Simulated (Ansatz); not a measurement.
# Nb4GaSe8: a short molecular-dynamics run

What does Nb4GaSe8 do over 60 steps of 1 fs at constant energy, with velocities drawn for 1200 K? The cell is a database structure of 13 atoms, taken as it stands, without a relaxation.

All numbers below are computed with Ansatz 0.2.0 (DFT PBEsol, plane waves, PAW, scalar-relativistic, no spin polarisation).

### 1 The structure to begin with

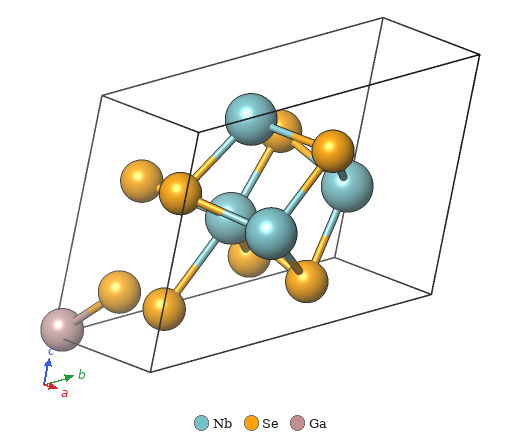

Start, viewed slightly off an axis; niobium teal, selenium orange, gallium pink. Each atom of the cell is drawn once.

Structure file:

```xyz
13
Lattice="0.0000 5.2162 5.2162 5.2162 0.0000 5.2162 5.2162 5.2162 0.0000" Properties=species:S:1:pos:R:3 pbc="T T T"
Nb    4.1406    4.1406    4.1406
Nb    4.1406    6.2918    6.2918
Nb    6.2918    6.2918    4.1406
Nb    6.2918    4.1406    6.2918
Se    6.6319    6.6319    6.6319
Se    6.6319    3.8006    3.8006
Se    3.8006    3.8006    6.6319
Se    3.8006    6.6319    3.8006
Se    1.4021    1.4021    1.4021
Se    1.4021    3.8141    3.8141
Se    3.8141    3.8141    1.4021
Se    3.8141    1.4021    3.8141
Ga    0.0000    0.0000    0.0000
```

### 2 The run

Input file input.yaml:

```yaml
crystal:
  lattice:
    - [0.0, 5.216237, 5.216237]
    - [5.216237, 0.0, 5.216237]
    - [5.216237, 5.216237, 0.0]
  atoms:
    - { symbol: Nb, position: [0.3969, 0.3969, 0.3969] }
    - { symbol: Nb, position: [0.8093, 0.3969, 0.3969] }
    - { symbol: Nb, position: [0.3969, 0.3969, 0.8093] }
    - { symbol: Nb, position: [0.3969, 0.8093, 0.3969] }
    - { symbol: Se, position: [0.6357, 0.6357, 0.6357] }
    - { symbol: Se, position: [0.0929, 0.6357, 0.6357] }
    - { symbol: Se, position: [0.6357, 0.6357, 0.0929] }
    - { symbol: Se, position: [0.6357, 0.0929, 0.6357] }
    - { symbol: Se, position: [0.1344, 0.1344, 0.1344] }
    - { symbol: Se, position: [0.5968, 0.1344, 0.1344] }
    - { symbol: Se, position: [0.1344, 0.1344, 0.5968] }
    - { symbol: Se, position: [0.1344, 0.5968, 0.1344] }
    - { symbol: Ga, position: [0.0, 0.0, 0.0] }
kpoints:
  mp_grid: { grid: [3, 3, 3] }
magnetization:
  spin_polarized: false
scf:
  occupations: { method: gaussian, width: 0.1 }
hamiltonian:
  pseudopotentials: { kind: paw }
  xc: pbesol
basis:
  ecutwfc: 420
md:
  timestep: 1.0
  n_steps: 60
  ensemble: nve
  temperature: 1200.0
  initial_velocities: maxwell_boltzmann
  seed: 171362
```

Run with:

```bash
$ ansatz run input.yaml --threads 2 --pin off --max-ram 2560MiB --backend cpu --events-out ev --progress --plain --runs-dir out
```

The log of the run, cut to the lines that bear on the results:

```text
Warning: md: disabling space-group detection — thermal motion breaks the input geometry's symmetry, so no spatial operation reduces the k-mesh or symmetrises the density; time reversal is kept, so that k and −k are solved as one point where they differ and the mesh holds both, and exact [...]
Warning: RAYON_NUM_THREADS=2 ignored (pool sized by the plan → 2); use --threads N
[...]
Pseudopotentials: kind: paw
Pseudopotential: Nb, paw, valence charge 13, recommended cutoff 420 eV (normal), Nb.paw.azcp
Pseudopotential: Se, paw, valence charge 16, recommended cutoff 420 eV (normal), Se.paw.azcp
Pseudopotential: Ga, paw, valence charge 13, recommended cutoff 420 eV (normal), Ga.paw.azcp
Functional definition: PBEsol
[...]
Crystal: 13 atoms, lattice volume = 283.859 Å³
Basis set: ecut = 420 eV, 5577 PW (Γ), exchange–correlation on 100×100×100 points (8 copies of the dense FFT grid, shifted against one another)
Bands: 116, of which v1, the nominal top of the filled ones, is band 97 counted from 1 (96 counted from 0)
Symmetry: 1 space group operations
k-points: 14 of 27 (time reversal used)
[...]
SCF iter   1: F=—  HF=-65129.602469 eV  |F-HF|=—  |Δ(HF+E_count)|=         —  Δρ=3.59e-3  dr2=2.56e-2  ethr=1.77e-3  ⟨swp⟩=5.9  Hψ=6220  notcnv=0  defer=5
[...]
md step     0: t =     0.00 fs  T =  1200.0 K  F+E_penalty+E_count = -65129.60451601 eV  E_kin = 1.861344 eV  conserved = -65127.74317202 eV  (8 SCF iters)
[...]
md step     1: t =     1.00 fs  T =  1196.1 K  F+E_penalty+E_count = -65129.59841444 eV  E_kin = 1.855248 eV  conserved = -65127.74316656 eV  (7 SCF iters)
[...]
md step     2: t =     2.00 fs  T =  1189.6 K  F+E_penalty+E_count = -65129.58842186 eV  E_kin = 1.845262 eV  conserved = -65127.74315971 eV  (7 SCF iters)
[... from here on, the SCF cycles and remarks between the steps are left out ...]
```

### 3 More of the same log

The log, continued, cut to the lines that bear on the results:

```text
md step     3: t =     3.00 fs  T =  1180.7 K  F+E_penalty+E_count = -65129.57463483 eV  E_kin = 1.831483 eV  conserved = -65127.74315163 eV  (7 SCF iters)
[...]
md step    17: t =    17.00 fs  T =   861.0 K  F+E_penalty+E_count = -65129.07842578 eV  E_kin = 1.335473 eV  conserved = -65127.74295267 eV  (2 SCF iters)
[...]
md step    31: t =    31.00 fs  T =   465.7 K  F+E_penalty+E_count = -65128.46507339 eV  E_kin = 0.722300 eV  conserved = -65127.74277350 eV  (3 SCF iters)
[...]
md step    45: t =    45.00 fs  T =   315.6 K  F+E_penalty+E_count = -65128.23236338 eV  E_kin = 0.489557 eV  conserved = -65127.74280623 eV  (3 SCF iters)
[...]
md step    59: t =    59.00 fs  T =   373.7 K  F+E_penalty+E_count = -65128.32249497 eV  E_kin = 0.579593 eV  conserved = -65127.74290181 eV  (2 SCF iters)
[...]
md step    60: t =    60.00 fs  T =   380.7 K  F+E_penalty+E_count = -65128.33334143 eV  E_kin = 0.590436 eV  conserved = -65127.74290529 eV  (8 SCF iters)
SCF converged after 8 iterations
Free energy (F): -65128.333341 eV
[...]
E sigma→0 (E₀):  -65128.312327 eV
Entropy (-TS):   -0.042028 eV (-3.233 meV/atom)
Fermi energy:    10.943969 eV
[...]
--- Forces (eV/Å), atoms counted from 1 ---
  atom   1  Nb     0.13491166    -0.88100630    -1.29865179
  atom   2  Nb     0.29828116    -0.60450107     1.16772002
  atom   3  Nb    -0.95541499     0.45132489     0.09648243
  atom   4  Nb     0.37819664     0.47489387    -0.54077254
  atom   5  Se    -0.17687670     0.96657131     0.20815614
  atom   6  Se    -0.93930188    -0.47695369     1.44464880
  atom   7  Se     0.31669464     0.80795133     0.21627050
  atom   8  Se     0.29341425    -0.29794013     0.74897538
[...]
--- MD trajectory: 60 steps, t = 0.0 → 60.0 fs ---
  final state: T = 380.7 K   F+E_penalty+E_count = -65128.33334143 eV   E_kin = 0.590436 eV
  conserved energy: peak-to-peak 4.105e-4 eV (3.157e-5 eV/atom) over 60.0 fs
```

Wall time 37 min (2 threads of an Arm CPU, shared host); peak memory 1.1 GiB.

### 4 Frames and traces

The trajectory, every 5 steps (energies from step 0); msd is the mean square displacement from the start, the centre of mass held:

| time (fs) | T (K) | potential energy change (meV/atom) | total energy change (meV/atom) | msd Se (Å²) | msd Nb (Å²) | msd Ga (Å²) |
| --- | --- | --- | --- | --- | --- | --- |
| 0.0 | 1200 | 0.0 | 0.00 | 0.000 | 0.000 | 0.000 |
| 5.0 | 1156 | 5.3 | 0.00 | 0.001 | 0.001 | 0.000 |
| 10.0 | 1058 | 17.0 | 0.01 | 0.003 | 0.003 | 0.000 |
| 15.0 | 922 | 33.2 | 0.01 | 0.007 | 0.007 | 0.001 |
| 20.0 | 768 | 51.6 | 0.02 | 0.012 | 0.012 | 0.001 |
| 25.0 | 617 | 69.6 | 0.03 | 0.018 | 0.017 | 0.001 |
| 30.0 | 488 | 85.0 | 0.03 | 0.024 | 0.022 | 0.002 |
| 35.0 | 393 | 96.4 | 0.03 | 0.029 | 0.027 | 0.003 |
| 40.0 | 336 | 103.1 | 0.03 | 0.034 | 0.031 | 0.003 |
| 45.0 | 316 | 105.6 | 0.03 | 0.039 | 0.034 | 0.005 |
| 50.0 | 323 | 104.7 | 0.03 | 0.042 | 0.036 | 0.006 |
| 55.0 | 347 | 101.7 | 0.02 | 0.045 | 0.037 | 0.009 |
| 60.0 | 381 | 97.8 | 0.02 | 0.048 | 0.037 | 0.011 |

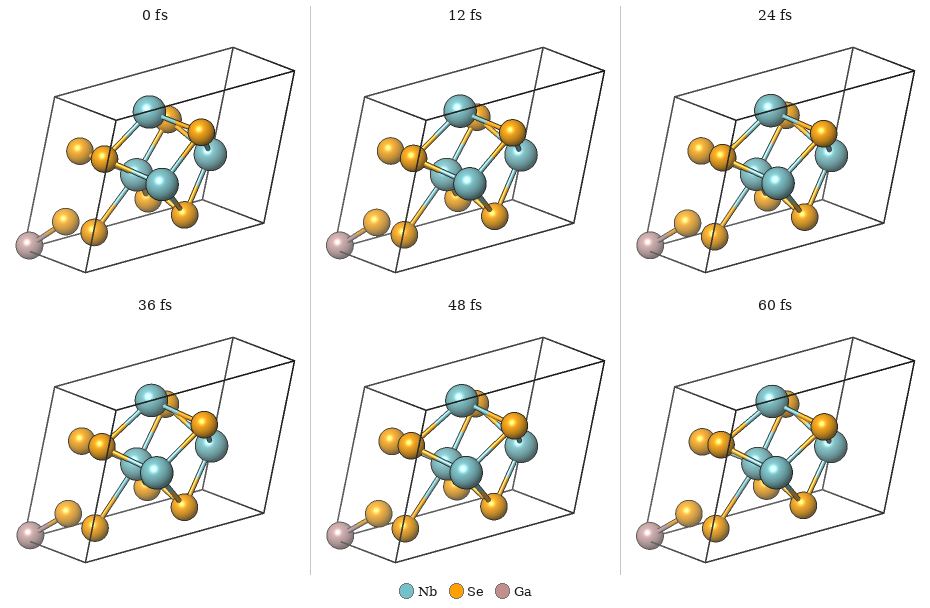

Six frames of the run, seen slightly off an axis. Each atom of the cell is drawn once. Atoms are followed across the cell's faces. Sticks are the contacts of the first frame, kept unless stretched by 40 %.

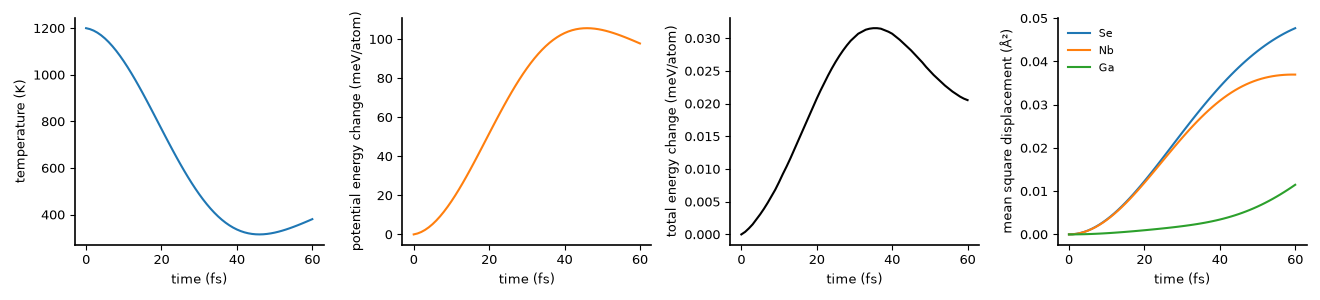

Traces against time; each panel has its own scale.

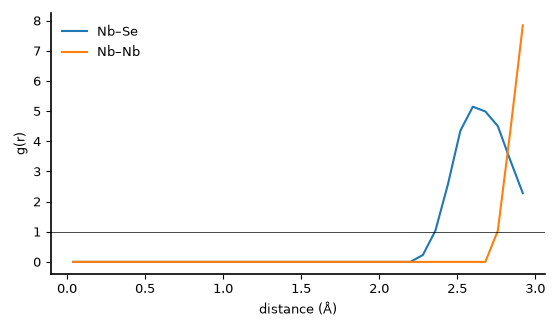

Pair distribution functions over the second half of the run, in bins of 0.08 Å, lightly smoothed, out to 3.0 Å.

First peaks of g(r) (not always the tallest), and, where a minimum follows, the mean number of second-named atoms round a first-named one up to the next minimum:

| pair | peak (Å) | height | minimum (Å) | neighbours |
| --- | --- | --- | --- | --- |
| Nb–Se | 2.60 | 5.1 | - | - |

### 5 Snapshots as a file

Positions (Å) and forces (eV/Å):

```xyz
13
Lattice="0.000 5.216 5.216 5.216 0.000 5.216 5.216 5.216 0.000" Properties=species:S:1:pos:R:3:forces:R:3 pbc="T T T" time_fs=8.0 T=1103 dE=0.1510
Nb    4.141    4.176    4.149    0.238   -0.285    0.217
Nb    4.122    6.329    6.246    0.238   -0.600    0.336
Nb    6.323    6.259    4.129   -0.515    0.389    0.435
Nb    6.294    4.104    6.298   -0.277    0.202   -0.301
Se    6.638    6.593    6.655   -0.429   -0.192   -0.414
Se    6.666    3.828    3.750   -0.416   -0.250    0.628
Se    3.772    3.771    6.643    0.603    0.716   -0.463
Se    3.800    6.644    3.772    0.281    0.013    0.175
Se    1.394    1.407    1.440    0.199    0.062   -0.180
Se    1.354    3.805    3.852    0.582   -0.235   -0.416
Se    3.824    3.855    1.433   -0.235   -0.350    0.022
Se    3.822    1.391    3.795   -0.077    0.295   -0.065
Ga    0.011   -0.001    0.008   -0.194    0.234    0.024
13
Lattice="0.000 5.216 5.216 5.216 0.000 5.216 5.216 5.216 0.000" Properties=species:S:1:pos:R:3:forces:R:3 pbc="T T T" time_fs=15.0 T=922 dE=0.4319
Nb    4.142    4.206    4.157    0.335   -0.613    0.285
Nb    4.108    6.358    6.208    0.380   -0.885    0.700
Nb    6.348    6.232    4.121   -0.847    0.815    0.760
Nb    6.294    4.073    6.302   -0.389    0.348   -0.444
Se    6.641    6.559    6.673   -0.626   -0.179   -0.573
Se    6.692    3.851    3.709   -0.582   -0.653    0.917
Se    3.751    3.750    6.649    0.904    1.054   -0.688
Se    3.802    6.654    3.749    0.355    0.136    0.171
Se    1.389    1.413    1.473    0.251   -0.011   -0.449
Se    1.316    3.795    3.882    0.932   -0.327   -0.657
Se    3.831    3.888    1.460   -0.315   -0.517   -0.085
Se    3.828    1.383    3.779   -0.036    0.406    0.001
Ga    0.019    0.000    0.015   -0.363    0.425    0.062
13
Lattice="0.000 5.216 5.216 5.216 0.000 5.216 5.216 5.216 0.000" Properties=species:S:1:pos:R:3:forces:R:3 pbc="T T T" time_fs=22.0 T=706 dE=0.7669
Nb    4.144    4.233    4.166    0.388   -0.905    0.285
Nb    4.095    6.382    6.174    0.491   -1.044    1.031
Nb    6.368    6.210    4.116   -1.093    1.196    1.025
Nb    6.292    4.044    6.304   -0.438    0.491   -0.542
Se    6.640    6.523    6.687   -0.756   -0.108   -0.651
Se    6.716    3.869    3.674   -0.688   -1.032    1.092
Se    3.735    3.734    6.652    1.092    1.253   -0.823
Se    3.805    6.666    3.726    0.396    0.227    0.153
Se    1.385    1.418    1.502    0.292   -0.086   -0.684
Se    1.283    3.784    3.909    1.200   -0.384   -0.850
Se    3.837    3.918    1.487   -0.376   -0.654   -0.205
Se    3.834    1.377    3.762   -0.004    0.485    0.077
Ga    0.025    0.003    0.023   -0.504    0.562    0.092
13
Lattice="0.000 5.216 5.216 5.216 0.000 5.216 5.216 5.216 0.000" Properties=species:S:1:pos:R:3:forces:R:3 pbc="T T T" time_fs=30.0 T=488 dE=1.1053
Nb    4.150    4.258    4.179    0.402   -1.142    0.176
Nb    4.083    6.404    6.141    0.562   -1.108    1.324
Nb    6.385    6.192    4.118   -1.255    1.463    1.192
Nb    6.287    4.014    6.303   -0.417    0.611   -0.614
Se    6.634    6.481    6.699   -0.816    0.040   -0.643
Se    6.738    3.883    3.641   -0.769   -1.320    1.208
Se    3.725    3.726    6.648    1.172    1.347   -0.853
Se    3.812    6.680    3.702    0.415    0.259    0.155
Se    1.383    1.423    1.531    0.328   -0.165   -0.881
Se    1.254    3.768    3.933    1.375   -0.358   -0.967
Se    3.840    3.947    1.516   -0.417   -0.776   -0.352
Se    3.841    1.375    3.744    0.014    0.537    0.173
Ga    0.027    0.012    0.032   -0.593    0.611    0.083
13
Lattice="0.000 5.216 5.216 5.216 0.000 5.216 5.216 5.216 0.000" Properties=species:S:1:pos:R:3:forces:R:3 pbc="T T T" time_fs=38.0 T=354 dE=1.3125
Nb    4.158    4.276    4.192    0.372   -1.240   -0.076
Nb    4.075    6.418    6.117    0.574   -1.074    1.484
Nb    6.393    6.183    4.127   -1.297    1.462    1.163
Nb    6.279    3.988    6.298   -0.313    0.666   -0.653
Se    6.621    6.440    6.706   -0.777    0.253   -0.534
Se    6.753    3.887    3.619   -0.839   -1.357    1.294
Se    3.723    3.728    6.639    1.113    1.328   -0.743
Se    3.822    6.697    3.678    0.417    0.195    0.225
Se    1.383    1.427    1.553    0.351   -0.240   -0.986
Se    1.236    3.749    3.950    1.408   -0.210   -0.959
Se    3.840    3.971    1.543   -0.426   -0.862   -0.501
Se    3.848    1.376    3.726    0.007    0.556    0.273
Ga    0.024    0.026    0.042   -0.591    0.524    0.011
13
Lattice="0.000 5.216 5.216 5.216 0.000 5.216 5.216 5.216 0.000" Properties=species:S:1:pos:R:3:forces:R:3 pbc="T T T" time_fs=45.0 T=316 dE=1.3722
Nb    4.168    4.284    4.204    0.320   -1.212   -0.412
Nb    4.072    6.425    6.104    0.537   -0.977    1.499
Nb    6.393    6.183    4.142   -1.253    1.241    0.961
Nb    6.271    3.969    6.289   -0.154    0.656   -0.659
Se    6.605    6.405    6.708   -0.660    0.477   -0.358
Se    6.762    3.882    3.607   -0.899   -1.179    1.367
Se    3.730    3.739    6.625    0.954    1.231   -0.530
Se    3.834    6.713    3.660    0.404    0.068    0.354
Se    1.385    1.428    1.567    0.357   -0.305   -1.003
Se    1.230    3.731    3.958    1.344    0.004   -0.866
Se    3.838    3.986    1.562   -0.408   -0.908   -0.626
Se    3.855    1.381    3.713   -0.021    0.549    0.362
Ga    0.017    0.042    0.051   -0.523    0.355   -0.089
13
Lattice="0.000 5.216 5.216 5.216 0.000 5.216 5.216 5.216 0.000" Properties=species:S:1:pos:R:3:forces:R:3 pbc="T T T" time_fs=52.0 T=331 dE=1.3481
Nb    4.179    4.287    4.213    0.247   -1.093   -0.822
Nb    4.071    6.427    6.098    0.453   -0.827    1.399
Nb    6.387    6.190    4.161   -1.146    0.889    0.612
Nb    6.262    3.953    6.278    0.067    0.593   -0.630
Se    6.585    6.373    6.708   -0.470    0.714   -0.118
Se    6.765    3.869    3.603   -0.941   -0.871    1.428
Se    3.741    3.757    6.609    0.700    1.067   -0.218
Se    3.848    6.729    3.643    0.370   -0.099    0.532
Se    1.390    1.428    1.574    0.347   -0.367   -0.960
Se    1.231    3.713    3.962    1.225    0.262   -0.726
Se    3.833    3.996    1.579   -0.370   -0.927   -0.743
Se    3.861    1.389    3.702   -0.067    0.521    0.447
Ga    0.007    0.061    0.059   -0.416    0.136   -0.201
13
Lattice="0.000 5.216 5.216 5.216 0.000 5.216 5.216 5.216 0.000" Properties=species:S:1:pos:R:3:forces:R:3 pbc="T T T" time_fs=60.0 T=381 dE=1.2712
Nb    4.192    4.283    4.219    0.135   -0.881   -1.299
Nb    4.072    6.424    6.100    0.298   -0.605    1.168
Nb    6.373    6.203    4.187   -0.955    0.451    0.096
Nb    6.252    3.938    6.261    0.378    0.475   -0.541
Se    6.559    6.342    6.708   -0.177    0.967    0.208
Se    6.761    3.849    3.610   -0.939   -0.477    1.445
Se    3.760    3.785    6.589    0.317    0.808    0.216
Se    3.866    6.747    3.627    0.293   -0.298    0.749
Se    1.398    1.426    1.575    0.308   -0.425   -0.854
Se    1.241    3.695    3.960    1.057    0.559   -0.548
Se    3.824    4.000    1.592   -0.303   -0.915   -0.863
Se    3.867    1.402    3.693   -0.139    0.465    0.535
Ga   -0.008    0.083    0.067   -0.272   -0.124   -0.313
```

### 6 Summary of results

| quantity | value |
| --- | --- |
| length | 60 steps of 1 fs |
| temperature, first and last step | 1200 and 381 K |
| temperature, second half | mean 359 K, from 315 to 488 K |
| potential energy, second half | +100 meV/atom from the start |
| largest change of the total energy | 0.03 meV/atom |
| mean square displacement, second half | Se 0.038, Nb 0.032, Ga 0.005 Å² |

In words: The temperature starts at 1200 K and averages 359 K in the second half, where it ranges from 315 to 488 K. The total energy strays from its start by at most 0.03 meV/atom, under 0.1 % of the mean kinetic energy, which is good for a step of 1 fs. The farthest move is 0.31 Å, against a mean nearest distance of 2.5 Å at the start: no atom has changed site so far. 60 fs on 13 atoms is far too short and small for converged averages.
